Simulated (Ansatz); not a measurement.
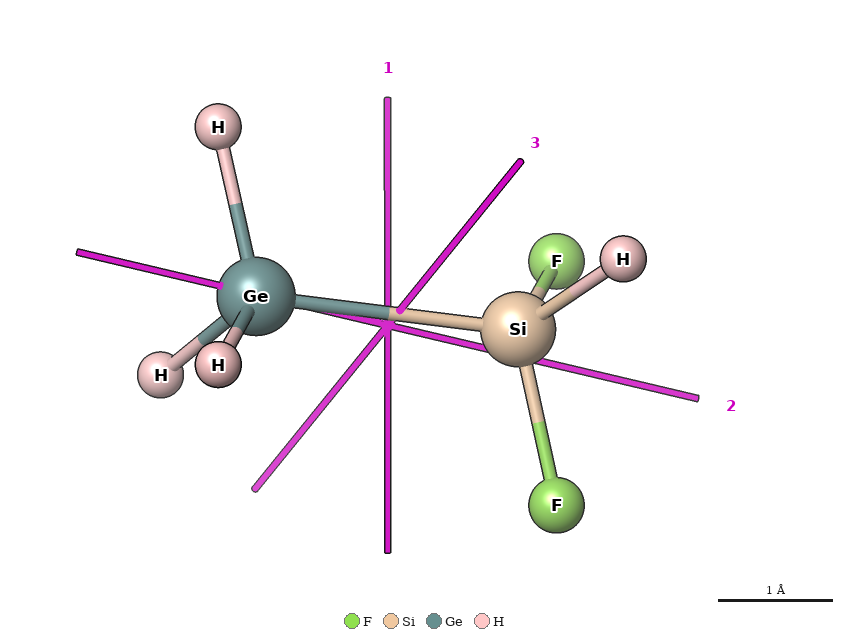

The three principal axes of inertia are drawn and numbered. Atoms fade into the background with distance from the viewer. Computed geometry: PBE0-D4/def2-TZVP optimisation. Masses are those of the most abundant isotopes; constants are for the rigid equilibrium geometry.

Which line is the a axis (least moment of inertia), which b and which c?

Answer. a is line 2, b is line 1, c is line 3; the moments are 79.3, 291, 342 u Å².

Classify the rotor and give the rotational constants (cm⁻¹).

Answer. An asymmetric top (Cs): A = 0.213, B = 0.0580, C = 0.0492 cm⁻¹. Ray's parameter κ is −0.89, close to the prolate limit.
